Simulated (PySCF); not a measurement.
# Run report: HfB3N3H5Cl3O, geometry relaxation (part 2 of 2)

HfB3N3H5Cl3O; PBE0-D3(BJ)/def2-SVP geometry optimisation, gas phase (PySCF 2.14.0). 

Geometry of the input (Å):
```
N  0.9267  1.1398  -0.9754
B  0.3160  0.5894  -2.1427
N  -0.8690  -0.1951  -1.9732
B  -1.4693  -0.3873  -0.7343
N  -0.8648  0.1480  0.4249
B  0.4047  0.9183  0.3196
O  1.0861  1.0814  1.4848
Hf 0.6858  -0.6244  2.1246
Cl -1.1092  -0.6049  3.5983
Cl 2.2047  -1.1609  3.7275
Cl 1.3944  -2.1677  0.6060
H  1.7707  1.6879  -1.0605
H  0.7605  0.7815  -3.2062
H  -1.2712  -0.6069  -2.7814
H  -2.5307  -0.9632  -0.6485
H  -1.4469  0.3527  1.2588
```

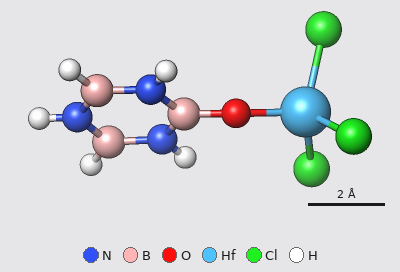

The geometry at step 21 of the log (ball-and-stick view, seen at a tilt).

Trajectory as extended XYZ, continued
```
16
Properties=species:S:1:pos:R:3:forces:R:3 step=13 energy=-47478.59979
N     0.8835    0.9184   -1.0731    0.0927   0.0669   0.0345
B     0.1275    0.9061   -2.2847   -0.0420  -0.0285   0.0298
N    -1.2101    0.4101   -2.2229    0.0549   0.0547  -0.0079
B    -1.8060   -0.0438   -1.0093    0.0870   0.0554   0.0242
N    -1.0165    0.0360    0.1813   -0.1662  -0.1915  -0.1487
B     0.3466    0.4683    0.1662   -0.1249  -0.0222   0.1436
O     1.1177    0.3895    1.3309   -0.0446  -0.0684  -0.2817
Hf    1.3104   -0.9230    2.7022    0.0255  -0.0306   0.2233
Cl   -0.7833   -1.0223    3.7625    0.0197   0.0034  -0.0225
Cl    3.0055   -0.2915    4.2046   -0.0154   0.0064  -0.0675
Cl    1.6952   -3.0066    1.7003    0.0277   0.0636  -0.0118
H     1.8389    1.2498   -1.0958    0.0350  -0.0068   0.0070
H     0.6079    1.2913   -3.3245    0.0074   0.0060   0.0103
H    -1.7543    0.3901   -3.0752   -0.0084  -0.0361   0.0151
H    -2.9285   -0.4877   -0.9788   -0.0262   0.0349  -0.0015
H    -1.4454   -0.2957    1.0383    0.0778   0.0930   0.0539
16
Properties=species:S:1:pos:R:3:forces:R:3 step=14 energy=-47478.58929
N     0.8895    0.8399   -1.0770   -0.3280   0.0383  -0.2552
B     0.1081    0.9363   -2.2722    0.0606   0.0114   0.0023
N    -1.2621    0.5231   -2.2259   -0.0409  -0.0182  -0.0017
B    -1.8927    0.0171   -1.0455    0.3397   0.2334  -0.2777
N    -1.0668   -0.0001    0.1132   -0.4908  -0.5602   0.5492
B     0.2960    0.3616    0.1234    0.9923   0.3124   0.2630
O     1.0813    0.2434    1.2857   -0.2186  -0.2755  -0.1079
Hf    1.4170   -0.9342    2.7541   -0.2811   0.1060  -0.1881
Cl   -0.6711   -1.0851    3.8031   -0.0287   0.0001   0.0473
Cl    3.0773   -0.1474    4.2145    0.0871   0.0729   0.0060
Cl    1.8275   -3.0546    1.8593    0.0948  -0.0327  -0.0337
H     1.8609    1.1240   -1.0793   -0.0469  -0.0209  -0.0002
H     0.5990    1.3512   -3.2955   -0.0134   0.0032  -0.0220
H    -1.8062    0.5830   -3.0762    0.0192  -0.0006  -0.0299
H    -3.0377   -0.3683   -1.0293    0.0399   0.0293   0.0059
H    -1.4310   -0.4010    0.9697   -0.1853   0.1011   0.0425
16
Properties=species:S:1:pos:R:3:forces:R:3 step=15 energy=-47478.62087
N     0.8795    0.8821   -1.0783    0.1662   0.0593   0.0253
B     0.1213    0.9198   -2.2879    0.0110  -0.0038   0.0397
N    -1.2292    0.4647   -2.2342   -0.0151  -0.0011  -0.0327
B    -1.8362   -0.0078   -1.0328    0.0642   0.0919  -0.0059
N    -1.0372    0.0145    0.1500   -0.0907  -0.2007   0.0703
B     0.3342    0.4145    0.1506   -0.1178   0.0323   0.0068
O     1.1008    0.3076    1.3125   -0.0052  -0.1120  -0.1120
Hf    1.3464   -0.9337    2.7435   -0.0511   0.0409   0.0137
Cl   -0.7482   -1.0806    3.7879   -0.0112   0.0103   0.0055
Cl    3.0228   -0.2125    4.2232    0.0158   0.0342  -0.0298
Cl    1.7802   -3.0232    1.7863    0.0508  -0.0074  -0.0192
H     1.8453    1.1840   -1.0956    0.0071  -0.0011   0.0000
H     0.6123    1.3166   -3.3181    0.0067   0.0043  -0.0016
H    -1.7758    0.4769   -3.0849   -0.0053  -0.0148   0.0034
H    -2.9758   -0.4077   -1.0096   -0.0026   0.0142   0.0011
H    -1.4517   -0.3264    1.0096   -0.0229   0.0534   0.0352
16
Properties=species:S:1:pos:R:3:forces:R:3 step=16 energy=-47478.62874
N     0.8852    0.8734   -1.0758    0.0565   0.0276  -0.0002
B     0.1276    0.9206   -2.2857    0.0090   0.0014   0.0240
N    -1.2282    0.4781   -2.2357   -0.0092  -0.0096  -0.0198
B    -1.8454    0.0053   -1.0387    0.0823   0.0995  -0.0445
N    -1.0461    0.0082    0.1430   -0.0852  -0.1539   0.0825
B     0.3267    0.4019    0.1457   -0.0543   0.0232   0.0185
O     1.0908    0.2839    1.3067   -0.0037  -0.0706  -0.0684
Hf    1.3452   -0.9382    2.7493   -0.0201  -0.0116   0.0265
Cl   -0.7467   -1.1071    3.7956   -0.0182   0.0132  -0.0011
Cl    3.0127   -0.1894    4.2255    0.0106   0.0384  -0.0288
Cl    1.8168   -3.0229    1.7982    0.0450  -0.0090  -0.0101
H     1.8542    1.1648   -1.0879    0.0011   0.0001   0.0035
H     0.6233    1.3161   -3.3143    0.0018   0.0028  -0.0025
H    -1.7725    0.4971   -3.0878   -0.0015  -0.0036  -0.0019
H    -2.9910   -0.3775   -1.0201    0.0020   0.0109   0.0004
H    -1.4638   -0.3252    1.0042   -0.0161   0.0411   0.0220
16
Properties=species:S:1:pos:R:3:forces:R:3 step=17 energy=-47478.64830
N     0.8801    0.8178   -1.0625   -0.0655  -0.0087  -0.0865
B     0.1475    0.9299   -2.2834   -0.0192   0.0107   0.0503
N    -1.2282    0.5490   -2.2551    0.0684  -0.0386   0.1118
B    -1.8719    0.0733   -1.0709   -0.1976   0.0143  -0.1384
N    -1.0991   -0.0228    0.1214    0.1156   0.0117   0.0116
B     0.2820    0.3285    0.1342    0.2357   0.0891   0.0663
O     1.0489    0.1734    1.2880   -0.0630  -0.0788   0.0655
Hf    1.3699   -0.9661    2.7793   -0.0187  -0.0646  -0.0711
Cl   -0.7119   -1.2085    3.8314   -0.0215   0.0172  -0.0039
Cl    3.0017   -0.0708    4.2121    0.0108   0.0346  -0.0053
Cl    1.9705   -3.0412    1.8758    0.0503   0.0029   0.0316
H     1.8597    1.0702   -1.0470    0.0028  -0.0032   0.0185
H     0.6737    1.3313   -3.2949   -0.0048  -0.0053   0.0074
H    -1.7673    0.6110   -3.1086   -0.0106   0.0098   0.0191
H    -3.0391   -0.2366   -1.0779   -0.0218  -0.0085  -0.0026
H    -1.5279   -0.3493    0.9801   -0.0611   0.0174  -0.0741
16
Properties=species:S:1:pos:R:3:forces:R:3 step=18 energy=-47478.66172
N     0.8925    0.7395   -1.0483   -0.1991  -0.0977  -0.0784
B     0.1796    0.9389   -2.2674   -0.0260   0.0289   0.0057
N    -1.2183    0.6478   -2.2599   -0.0765  -0.0499  -0.0363
B    -1.9225    0.1697   -1.1122    0.0401   0.0221  -0.1020
N    -1.1570   -0.0583    0.0676    0.2338   0.1328   0.1438
B     0.2434    0.2275    0.1123    0.2017   0.0923   0.0660
O     0.9933    0.0113    1.2669   -0.1918  -0.0531   0.0972
Hf    1.3814   -1.0174    2.8142    0.0575  -0.1315  -0.0723
Cl   -0.6862   -1.3813    3.8647   -0.0003   0.0197  -0.0147
Cl    2.9203    0.0930    4.2024   -0.0069   0.0227  -0.0243
Cl    2.2133   -3.0465    1.9833   -0.0084   0.0501   0.0873
H     1.8850    0.9289   -1.0061    0.0051   0.0037   0.0071
H     0.7368    1.3436   -3.2608   -0.0141  -0.0080   0.0009
H    -1.7441    0.7803   -3.1133    0.0117   0.0432  -0.0270
H    -3.1142   -0.0290   -1.1415    0.0173  -0.0238   0.0052
H    -1.6145   -0.3591    0.9201   -0.0441  -0.0514  -0.0582
16
Properties=species:S:1:pos:R:3:forces:R:3 step=19 energy=-47478.67071
N     0.8911    0.7126   -1.0533   -0.1677  -0.1053  -0.0060
B     0.1734    0.9439   -2.2643    0.0605   0.0611  -0.1222
N    -1.2285    0.6756   -2.2729    0.0203  -0.0697   0.1254
B    -1.9237    0.1864   -1.1257   -0.0618   0.0044  -0.0671
N    -1.1581   -0.0675    0.0502    0.1470   0.0842   0.1468
B     0.2437    0.1976    0.1076    0.1867   0.1268   0.0044
O     0.9837   -0.0321    1.2662   -0.1846  -0.0480  -0.0004
Hf    1.3899   -1.0255    2.8309    0.0322  -0.0524  -0.0469
Cl   -0.6766   -1.3989    3.8775   -0.0100   0.0133   0.0040
Cl    2.9021    0.1533    4.1917   -0.0128   0.0208  -0.0211
Cl    2.2607   -3.0551    2.0545    0.0141  -0.0113   0.0478
H     1.8867    0.8881   -1.0137   -0.0091   0.0175  -0.0219
H     0.7368    1.3578   -3.2499    0.0065   0.0029  -0.0098
H    -1.7543    0.8336   -3.1222    0.0342   0.0315   0.0036
H    -3.1176    0.0009   -1.1496    0.0077  -0.0334   0.0142
H    -1.6204   -0.3817    0.8950   -0.0634  -0.0423  -0.0509
16
Properties=species:S:1:pos:R:3:forces:R:3 step=20 energy=-47478.67956
N     0.8821    0.6580   -1.0688    0.2267  -0.0180   0.0746
B     0.1812    0.9590   -2.2743   -0.0396  -0.0722   0.1051
N    -1.2252    0.7203   -2.2740   -0.0577   0.0230  -0.0780
B    -1.9274    0.2083   -1.1430    0.0161  -0.0005   0.0090
N    -1.1632   -0.0870    0.0257   -0.2088  -0.0390   0.1377
B     0.2372    0.1429    0.0950    0.1690   0.1681  -0.1015
O     0.9552   -0.1126    1.2609   -0.0500  -0.0689  -0.1148
Hf    1.3983   -1.0359    2.8577   -0.0662   0.1153  -0.0688
Cl   -0.6705   -1.4090    3.8968   -0.0133  -0.0013   0.0405
Cl    2.8555    0.2820    4.1455   -0.0127  -0.0005   0.0146
Cl    2.3423   -3.0701    2.2041    0.0699  -0.1137  -0.0069
H     1.8821    0.8083   -1.0284    0.0077   0.0326  -0.0131
H     0.7532    1.3932   -3.2465   -0.0007  -0.0029   0.0194
H    -1.7511    0.9282   -3.1123   -0.0067   0.0063  -0.0052
H    -3.1233    0.0367   -1.1671    0.0091  -0.0203  -0.0018
H    -1.6375   -0.4331    0.8509   -0.0428  -0.0082  -0.0106
16
Properties=species:S:1:pos:R:3:forces:R:3 step=21 energy=-47478.68657
N     0.8959    0.6401   -1.0666    0.0600  -0.0416   0.0914
B     0.1913    0.9589   -2.2649    0.0207  -0.0036  -0.0438
N    -1.2185    0.7413   -2.2784    0.0072   0.0123   0.0125
B    -1.9285    0.2276   -1.1535   -0.0148  -0.0317   0.0387
N    -1.1717   -0.0881    0.0154   -0.1183   0.0368   0.0109
B     0.2346    0.1257    0.0875    0.0494   0.0904  -0.0178
O     0.9370   -0.1526    1.2555    0.0130  -0.0765  -0.0816
Hf    1.3868   -1.0522    2.8626   -0.0530   0.0762  -0.0682
Cl   -0.6827   -1.4377    3.8995    0.0076  -0.0027   0.0314
Cl    2.8047    0.3255    4.1292   -0.0106  -0.0137   0.0263
Cl    2.3929   -3.0772    2.2557    0.0423  -0.0533   0.0136
H     1.8976    0.7798   -1.0248   -0.0163   0.0264  -0.0150
H     0.7697    1.3966   -3.2313    0.0077   0.0038  -0.0010
H    -1.7371    0.9684   -3.1163    0.0072  -0.0011   0.0013
H    -3.1258    0.0668   -1.1816    0.0012  -0.0099  -0.0041
H    -1.6574   -0.4338    0.8339   -0.0033  -0.0115   0.0053
16
Properties=species:S:1:pos:R:3:forces:R:3 step=22 energy=-47478.69246
N     0.9051    0.5890   -1.0563   -0.0810  -0.0276   0.0092
B     0.2200    0.9643   -2.2503    0.0220   0.0159  -0.0868
N    -1.1978    0.8010   -2.2855    0.0494   0.0034   0.0524
B    -1.9406    0.2839   -1.1826   -0.0106  -0.0413   0.0137
N    -1.2096   -0.0889   -0.0147    0.0030   0.0809  -0.0397
B     0.2055    0.0736    0.0723    0.0140   0.0065   0.1744
O     0.8818   -0.2562    1.2442    0.0288  -0.0995  -0.0810
Hf    1.3814   -1.0882    2.8736   -0.0719   0.0514  -0.1181
Cl   -0.6656   -1.5215    3.9381    0.0254  -0.0143   0.0294
Cl    2.7137    0.4133    4.0886    0.0092  -0.0133   0.0323
Cl    2.5155   -3.0789    2.3578   -0.0093   0.0414   0.0253
H     1.9099    0.6945   -1.0017   -0.0111   0.0160  -0.0034
H     0.8233    1.4062   -3.1993    0.0065   0.0042  -0.0078
H    -1.6961    1.0712   -3.1231    0.0085  -0.0086   0.0034
H    -3.1420    0.1629   -1.2291   -0.0016   0.0011  -0.0075
H    -1.7156   -0.4370    0.7902    0.0185  -0.0163   0.0043
16
Properties=species:S:1:pos:R:3:forces:R:3 step=23 energy=-47478.69624
N     0.9052    0.5741   -1.0478   -0.0527   0.0055  -0.0603
B     0.2367    0.9593   -2.2489    0.0076   0.0118  -0.0385
N    -1.1827    0.8149   -2.2941    0.0307   0.0032   0.0254
B    -1.9438    0.3065   -1.1989    0.0212  -0.0342  -0.0041
N    -1.2275   -0.0752   -0.0252    0.0381   0.0894  -0.0267
B     0.1910    0.0645    0.0723   -0.0836  -0.0303   0.1429
O     0.8536   -0.2897    1.2424    0.0267  -0.0670  -0.0660
Hf    1.3691   -1.1006    2.8755   -0.0112   0.0196  -0.0101
Cl   -0.6521   -1.5700    3.9741    0.0254  -0.0181   0.0124
Cl    2.6694    0.4345    4.0836   -0.0003  -0.0111   0.0125
Cl    2.5653   -3.0628    2.3877   -0.0333   0.0529   0.0081
H     1.9107    0.6670   -0.9868    0.0000   0.0059   0.0068
H     0.8546    1.3937   -3.1919    0.0031   0.0013  -0.0067
H    -1.6693    1.0911   -3.1365    0.0021  -0.0093   0.0016
H    -3.1458    0.1978   -1.2585    0.0006   0.0082  -0.0040
H    -1.7456   -0.4159    0.7751    0.0255  -0.0277   0.0065
16
Properties=species:S:1:pos:R:3:forces:R:3 step=24 energy=-47478.70075
N     0.8937    0.5258   -1.0268    0.0018   0.0277  -0.1068
B     0.2697    0.9460   -2.2404    0.0038  -0.0093   0.0307
N    -1.1520    0.8536   -2.3128   -0.0222  -0.0098   0.0017
B    -1.9556    0.3633   -1.2386    0.0211   0.0032  -0.0481
N    -1.2804   -0.0504   -0.0527    0.0773   0.0398   0.0472
B     0.1400    0.0280    0.0723   -0.0095  -0.0435   0.1532
O     0.7749   -0.3745    1.2438   -0.0360  -0.0310  -0.0638
Hf    1.3651   -1.1188    2.8850   -0.0148   0.0512   0.0347
Cl   -0.5780   -1.6812    4.0753    0.0307  -0.0190  -0.0053
Cl    2.5959    0.5034    4.0503   -0.0162   0.0018  -0.0242
Cl    2.6810   -3.0095    2.4374   -0.0279   0.0082  -0.0256
H     1.9006    0.5800   -0.9456    0.0047  -0.0032   0.0169
H     0.9249    1.3628   -3.1661   -0.0033   0.0030  -0.0037
H    -1.6110    1.1482   -3.1644   -0.0073  -0.0010   0.0006
H    -3.1588    0.2979   -1.3294    0.0024   0.0048   0.0052
H    -1.8211   -0.3857    0.7346   -0.0047  -0.0229  -0.0127
16
Properties=species:S:1:pos:R:3:forces:R:3 step=25 energy=-47478.69909
N     0.8723    0.4524   -0.9945    0.0738   0.0032  -0.0608
B     0.3090    0.9181   -2.2204    0.0097  -0.0166   0.0492
N    -1.1119    0.8970   -2.3328   -0.0567  -0.0118  -0.0155
B    -1.9682    0.4358   -1.2870    0.0098   0.0254  -0.0413
N    -1.3496   -0.0190   -0.0850    0.0523  -0.0276   0.0790
B     0.0673   -0.0232    0.0794    0.0786  -0.0243   0.1819
O     0.6557   -0.4746    1.2607   -0.0672   0.0048  -0.1423
Hf    1.3686   -1.1358    2.8918   -0.0499   0.0964   0.0259
Cl   -0.4463   -1.8125    4.2115   -0.0257  -0.0167  -0.0074
Cl    2.5077    0.6057    3.9697   -0.0050  -0.0058  -0.0278
Cl    2.8221   -2.9247    2.4631    0.0095  -0.0278  -0.0420
H     1.8781    0.4533   -0.8852    0.0078  -0.0005   0.0087
H     1.0124    1.3112   -3.1207   -0.0065   0.0044  -0.0027
H    -1.5330    1.2188   -3.1941   -0.0077   0.0075   0.0007
H    -3.1698    0.4313   -1.4149    0.0034  -0.0026   0.0137
H    -1.9258   -0.3448    0.6805   -0.0262  -0.0080  -0.0192
16
Properties=species:S:1:pos:R:3:forces:R:3 step=26 energy=-47478.70219
N     0.8850    0.4946   -1.0133    0.0486  -0.0055  -0.0057
B     0.2887    0.9306   -2.2346    0.0127  -0.0102   0.0413
N    -1.1333    0.8711   -2.3240   -0.0323  -0.0063  -0.0163
B    -1.9584    0.4004   -1.2588   -0.0049   0.0116  -0.0160
N    -1.3082   -0.0262   -0.0630   -0.0235   0.0013   0.0387
B     0.1095    0.0097    0.0802    0.0183   0.0145  -0.0458
O     0.7182   -0.4214    1.2509   -0.0079  -0.0081  -0.0310
Hf    1.3585   -1.1268    2.8889    0.0341   0.0143   0.0849
Cl   -0.5134   -1.7723    4.1444   -0.0179  -0.0055  -0.0082
Cl    2.5383    0.5551    4.0156   -0.0019   0.0208  -0.0134
Cl    2.7516   -2.9581    2.4392   -0.0044  -0.0216  -0.0316
H     1.8922    0.5226   -0.9200    0.0014   0.0000   0.0044
H     0.9656    1.3322   -3.1516   -0.0043   0.0008   0.0022
H    -1.5772    1.1732   -3.1808   -0.0024   0.0057   0.0002
H    -3.1617    0.3639   -1.3635   -0.0013  -0.0033   0.0064
H    -1.8667   -0.3599    0.7124   -0.0143  -0.0086  -0.0101
16
Properties=species:S:1:pos:R:3:forces:R:3 step=27 energy=-47478.70292
N     0.8893    0.4980   -1.0185   -0.0113  -0.0067  -0.0072
B     0.2812    0.9374   -2.2325   -0.0002  -0.0011   0.0021
N    -1.1418    0.8705   -2.3158   -0.0013  -0.0046   0.0023
B    -1.9592    0.3895   -1.2492    0.0019   0.0030  -0.0088
N    -1.2995   -0.0398   -0.0593    0.0038   0.0043   0.0189
B     0.1192    0.0078    0.0762    0.0320   0.0088   0.0342
O     0.7363   -0.4126    1.2481    0.0018  -0.0306  -0.0256
Hf    1.3670   -1.1222    2.8889   -0.0201   0.0242   0.0160
Cl   -0.5343   -1.7393    4.1170    0.0173  -0.0047  -0.0009
Cl    2.5633    0.5527    4.0111   -0.0058   0.0082  -0.0081
Cl    2.7278   -2.9779    2.4334   -0.0135  -0.0007  -0.0199
H     1.8965    0.5327   -0.9286    0.0005   0.0031   0.0015
H     0.9490    1.3494   -3.1515   -0.0010   0.0000   0.0002
H    -1.5914    1.1776   -3.1680    0.0016   0.0019   0.0001
H    -3.1629    0.3466   -1.3462    0.0002  -0.0020   0.0010
H    -1.8518   -0.3815    0.7171   -0.0058  -0.0031  -0.0057
16
Properties=species:S:1:pos:R:3:forces:R:3 step=28 energy=-47478.70317
N     0.8872    0.4949   -1.0158   -0.0062  -0.0073   0.0026
B     0.2818    0.9350   -2.2306   -0.0041   0.0010  -0.0023
N    -1.1412    0.8710   -2.3157    0.0000  -0.0031   0.0012
B    -1.9607    0.3927   -1.2497    0.0021   0.0017  -0.0023
N    -1.3035   -0.0365   -0.0582    0.0028  -0.0009   0.0149
B     0.1152    0.0068    0.0787    0.0233   0.0146   0.0025
O     0.7310   -0.4160    1.2495   -0.0039  -0.0235  -0.0130
Hf    1.3691   -1.1210    2.8887   -0.0030   0.0099   0.0148
Cl   -0.5207   -1.7492    4.1275    0.0045  -0.0025   0.0028
Cl    2.5655    0.5595    4.0023   -0.0026   0.0093  -0.0037
Cl    2.7305   -2.9722    2.4187   -0.0099  -0.0010  -0.0133
H     1.8944    0.5274   -0.9243    0.0010   0.0030  -0.0012
H     0.9516    1.3454   -3.1489   -0.0004  -0.0008   0.0003
H    -1.5891    1.1782   -3.1687    0.0020   0.0022   0.0000
H    -3.1644    0.3520   -1.3481    0.0005  -0.0025   0.0006
H    -1.8577   -0.3790    0.7165   -0.0062  -0.0001  -0.0037
16
Properties=species:S:1:pos:R:3:forces:R:3 step=29 energy=-47478.70322
N     0.8849    0.4880   -1.0121    0.0018  -0.0041   0.0132
B     0.2834    0.9315   -2.2273   -0.0041   0.0016  -0.0071
N    -1.1397    0.8725   -2.3152    0.0025   0.0012  -0.0008
B    -1.9625    0.3969   -1.2508   -0.0002  -0.0013   0.0075
N    -1.3091   -0.0333   -0.0573   -0.0059  -0.0051  -0.0010
B     0.1095    0.0033    0.0817    0.0075   0.0138  -0.0179
O     0.7213   -0.4234    1.2523   -0.0005  -0.0153   0.0055
Hf    1.3721   -1.1187    2.8899    0.0006   0.0038   0.0017
Cl   -0.5019   -1.7587    4.1463   -0.0016   0.0024   0.0025
Cl    2.5691    0.5744    3.9843   -0.0003   0.0020   0.0013
Cl    2.7314   -2.9652    2.3988   -0.0016  -0.0022  -0.0015
H     1.8920    0.5171   -0.9185    0.0005   0.0023  -0.0040
H     0.9559    1.3408   -3.1441    0.0016  -0.0013   0.0000
H    -1.5848    1.1822   -3.1688    0.0009   0.0003  -0.0002
H    -3.1660    0.3587   -1.3514    0.0004  -0.0011  -0.0009
H    -1.8668   -0.3770    0.7142   -0.0016   0.0029   0.0019
```

Summary

| quantity | value |
| --- | --- |
| outcome | converged |
| total energy | −1744.810176 hartree |
| dipole moment | 1.95 D |
| point group | C1 |
| hardware | 1 CPU thread, shared host |
| wall time | 23 min |
| peak memory | 1.3 GiB |
